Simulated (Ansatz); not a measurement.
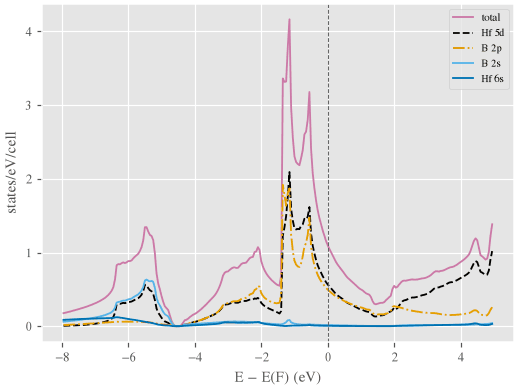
Total and projected density of states of HfB (rock salt, Fm-3m), DFT-PBE in the program Ansatz with PAW potentials

Question: Which orbitals carry the states next to the Fermi level?

Answer: Within 0.5 eV of the Fermi level: Hf 5d 52 %, B 2p 45 %. Projections are on Löwdin-orthogonalised atomic valence shells; empty p or d shells of many metals are not among them.

Question: Where is the tallest occupied peak in this window, and what makes it?

Answer: Near -1.1 eV, about 4.2 states/eV per cell; the largest projected share is Hf 5d.

The workflow started from an entry of the Crystallography Open Database (COD). Its standing as an ambient phase is unchecked. Symmetry was held in the PBE relaxation; its stability against distortions is not shown here. No spin polarisation was allowed. Scalar-relativistic: spin–orbit coupling is off unless named, which matters more the heavier the elements.

Potentials: the later of the program's two PAW sets.
